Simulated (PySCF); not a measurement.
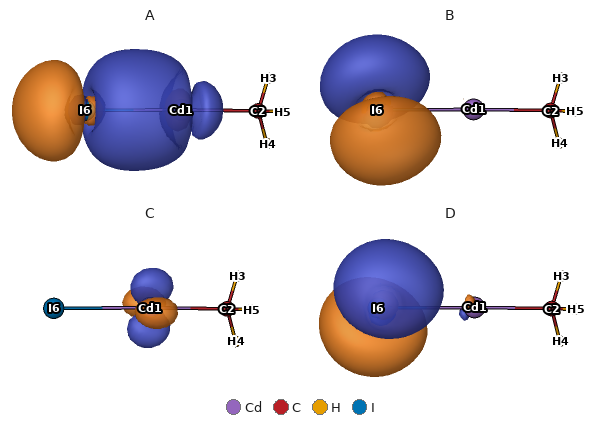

Figure 1: CdMeI (CH3CdI). Pipek–Mezey orbitals, occupied; each surface holds about 85 % of the orbital's density. Energies are diagonal elements of the Fock matrix.

Computed with PySCF, PBE0/def2-TZVP, geometry: GFN2-xTB. Core potentials replace the inner electrons of Cd and I; spin–orbit coupling isn't included. No frequency check shows the geometry to be a minimum. GFN2-xTB bond lengths at metals and heavier atoms can be off by up to 0.1 Å and shapes distorted, which carries into these values.

**Identify each orbital.**

By panel:
- A: σ bond I6–Cd1 (I6 50 %, Cd1 48 %; −10.0 eV)
- B: lone pair on I6 (p-type) (I6 94 %, Cd1 6 %; −7.3 eV)
- C: d orbital on Cd1 (Cd1 100 %; −15.4 eV)
- D: lone pair on I6 (p-type) (I6 95 %, Cd1 5 %; −8.4 eV)

**Which has the smallest and which the largest spatial spread?**

Smallest: C (0.74 Å); largest: A (1.55 Å).
